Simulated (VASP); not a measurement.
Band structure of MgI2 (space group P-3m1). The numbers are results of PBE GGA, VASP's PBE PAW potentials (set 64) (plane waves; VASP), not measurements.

Unless said otherwise, spin-orbit coupling is left out, though it shifts the bands of the heavy elements here.

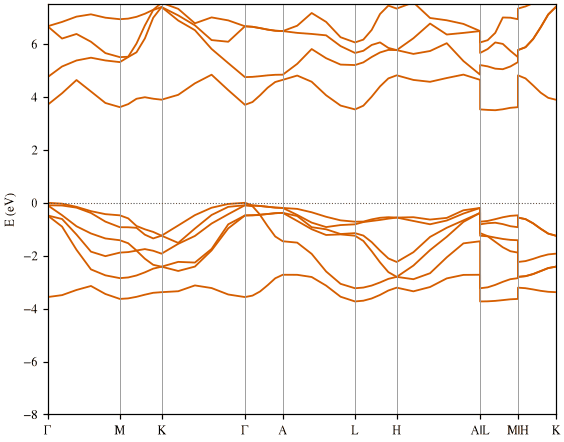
Figure: Bands along high-symmetry lines, zero at the valence-band maximum or, without a gap, the Fermi level

### Question
Read the plot: is there a gap, and where are the band edges?

### Answer
The gap is indirect, 3.50 eV, from the valence maximum at Γ to the conduction minimum at (0.50, 0.00, 0.33).

The structure is a typed MgI2 crystal (P-3m1). The cell was not relaxed at this level.
